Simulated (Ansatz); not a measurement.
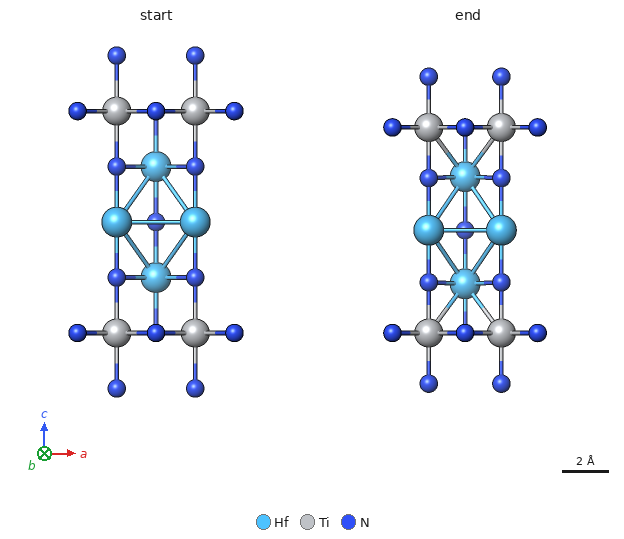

The structure of solid Hf₃TiN₄ (a generated structure, set up in P4/mmm) (coarse preliminary run) before (left) and after (right) a relaxation, at one scale.

Style: ball-and-stick. Shown: the cell of the calculation, along the b axis.

These are results of DFT PBE, scalar-relativistic, plane waves, PAW in Ansatz 0.2.0, not measurements.

Input
```yaml
crystal:
  lattice:
    - [3.43183163, 0.0, 0.0]
    - [0.0, 3.43183163, 0.0]
    - [0.0, 0.0, 9.70668566]
  atoms:
    - { symbol: Hf, position: [0.5, 0.5, 0.25] }
    - { symbol: Hf, position: [0.0, 0.0, 0.5] }
    - { symbol: Hf, position: [0.5, 0.5, 0.75] }
    - { symbol: Ti, position: [0.0, 0.0, 0.0], spin: 1.0 }
    - { symbol: "N", position: [0.0, 0.0, 0.25] }
    - { symbol: "N", position: [0.5, 0.5, 0.5] }
    - { symbol: "N", position: [0.0, 0.0, 0.75] }
    - { symbol: "N", position: [0.5, 0.5, 0.0] }
basis:
  ecutwfc: 420
kpoints:
  mp_grid: { grid: [6, 6, 2] }
hamiltonian:
  xc: pbe
scf:
  occupations: { method: gaussian, width: 0.1 }
  lower_state_search: "off"
output:
  forces: true
  stress: true
  eigenvalues: true
  populations: true
magnetization:
  spin_polarized: true
relax:
  adjacent_minimum: "off"
  f_tol: 0.04
  max_steps: 70
  cell: { stress_tol: 0.4 }
```

Run as
```bash
ansatz run input.yaml --threads 1 --pin off --max-ram 2560MiB --backend cpu --events-out ev --progress --plain --runs-dir out
```

Question: What changed between the two?

Answer: The largest moves relative to the cell, 0.095 Å, are those of Hf1 and Hf3. Hf1 goes along −c. Largest moves by element: Hf 0.095 Å, N 0.032 Å. Ti stays in place. The drawn cell changes as follows: a = b 3.432 → 3.176 Å (−7.5 %), c 9.707 → 8.991 Å (−7.4 %); the volume changes by −20.7 %. Near-neighbour distances that change, for instance: Hf1–Ti4 3.432 → 3.111 Å, Hf1–N8 2.427 → 2.152 Å, Hf1–Hf1 3.432 → 3.176 Å, Ti4–Ti4 3.432 → 3.176 Å. Bond angles that change, for instance: Hf3–N7–Hf3 180.0° → 176.8°. The space group stays P4/mmm (No. 123). After 4 accepted moves (5 points after the start) the energy has fallen by 438 meV per atom. The largest force component goes from 0.83 to 0.009 eV/Å. Pressure: −37.02 GPa at the start and −0.29 GPa at the end. The SCF was repeated once at an unchanged geometry on a basis and grid sized afresh for the cell, which shifted the energy by 2.9 meV per atom at most. The program noted that the starting moments weren't kept.
